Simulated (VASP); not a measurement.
Band structure of In (space group Fd-3m). Method: PBE GGA, VASP's PBE PAW potentials (set 64) (plane waves; VASP).

Unless said otherwise, spin-orbit coupling is left out, though it shifts the bands of the heavy elements here.

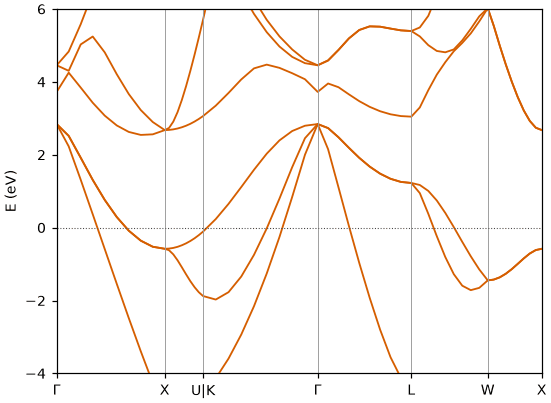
Fig. 1. Bands along high-symmetry lines, zero at the valence-band maximum or, without a gap, the Fermi level

Question: Read the plot: is there a gap, and where are the band edges?

Answer: It has no gap at this level: it comes out as a metal or semimetal.

The structure was generated: In was put into an ordered model structure, which need not be its known phase. The cell was not relaxed at this level.
